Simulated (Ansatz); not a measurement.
# C₂H₆BN: small, medium and large basis sets

Aim: see how fast density functionals converge with the basis set for C₂H₆BN.

Method: one geometry, several basis sets; program: Ansatz 0.2.0, Gaussian basis.

The runs, in order: PBE0-D4/def2-SVP; ωB97M-V/def2-SVP; PBE0-D4/def2-QZVPP; ωB97M-V/def2-QZVPP; the functionals' def2-TZVPP values are taken from earlier runs.

## 1. The relaxed structure

The geometry comes from an earlier relaxation with PBE0-D4 in a triple-zeta def2 set; it is a stationary point, not always the lowest conformer.

SMILES `BC(C)=N`, 10 atoms, charge 0, spin multiplicity 1.

Atoms are counted from 1 here; the program's logs count them from 0.

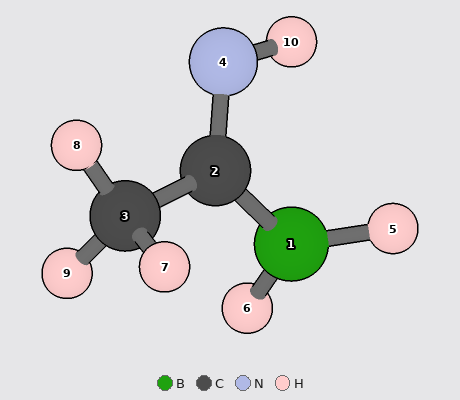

The geometry (boron green, carbon dark grey, nitrogen light blue, hydrogen pink); atoms are numbered from 1 in the order of the file.

## 2. PBE0-D4 in def2-SVP

File in.yaml:

```yaml
crystal:
  periodic: [false, false, false]
  atoms:
    - {symbol: B, position_ang: [-0.858939, 1.003994, -0.545533]}
    - {symbol: C, position_ang: [0.223684, -0.053144, -0.204541]}
    - {symbol: C, position_ang: [0.197505, -0.972905, 0.967731]}
    - {symbol: N, position_ang: [1.287917, 0.031787, -0.912746]}
    - {symbol: H, position_ang: [-1.283734, 1.077844, -1.660514]}
    - {symbol: H, position_ang: [-1.172445, 1.821915, 0.270283]}
    - {symbol: H, position_ang: [-0.619441, -1.694075, 0.865050]}
    - {symbol: H, position_ang: [1.143144, -1.510249, 1.051556]}
    - {symbol: H, position_ang: [0.007283, -0.412030, 1.887612]}
    - {symbol: H, position_ang: [1.158125, 0.655764, -1.715898]}
basis:
  gaussian: {orbitals: def2-SVP}
hamiltonian: {xc: pbe0, dispersion: d4}
output: {orbitals: {seedname: orbitals}}
```

Run with:

```console
> ansatz run in.yaml --threads 2 --pin off --events-out ev --progress --plain --max-ram 4352MiB
```

Further steps of the session: ωB97M-V in def2-SVP; PBE0-D4 in def2-QZVPP; ωB97M-V in def2-QZVPP.

**Question.** What will the summary of the whole plan be? Wanted: PBE0-D4: double and triple zeta above quadruple; ωB97M-V: double and triple zeta above quadruple.

The runs gave:

| quantity | value |
| --- | --- |
| PBE0-D4: double and triple zeta above quadruple | 5.12, 0.25 eV |
| ωB97M-V: double and triple zeta above quadruple | 5.40, 0.24 eV |

What this shows: For PBE0-D4 the step from double to triple zeta gains 4.87 eV and the next only 0.25 eV. Total energies overstate the basis error of differences, where much of it tends to cancel.
